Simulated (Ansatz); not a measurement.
```xyz
8

B    -0.7570    0.7734   -0.7992
B     1.7378    0.1262    0.0854
Cl   -2.2202    0.1688   -0.0211
Cl    0.4797    1.6014    0.5158
Cl    3.2026    0.7294   -0.6909
Cl    0.5019   -0.7006   -1.2312
F    -0.8613    1.5694   -1.8495
F     1.8399   -0.6699    1.1358
```

Geometry: PBE0-D4/def2-SVP.

Theory: Ansatz 0.2.0, isolated molecule in a Gaussian basis; Kohn-Sham density functional theory, functional PBE0.

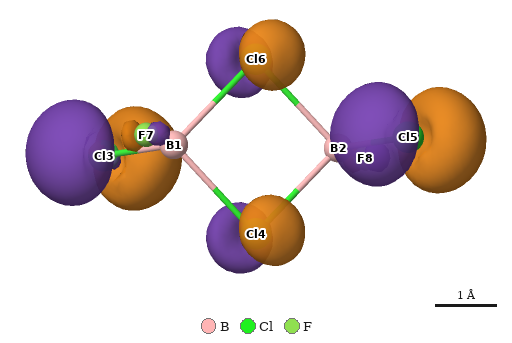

B₂Cl₄F₂. The HOMO−1 at ±0.15 Å⁻³ᐟ² (orange and purple are the two phases), seen from one side.

**Describe this orbital and give its energy.**

It lies mainly on Cl3 (about 35 %), Cl5 (about 35 %), Cl4 (about 10 %) and Cl6 (about 10 %); it is ungerade (odd under inversion); largely a combination of lone pairs on Cl3, Cl5, Cl4 and Cl6. Its energy is −9.57 eV.
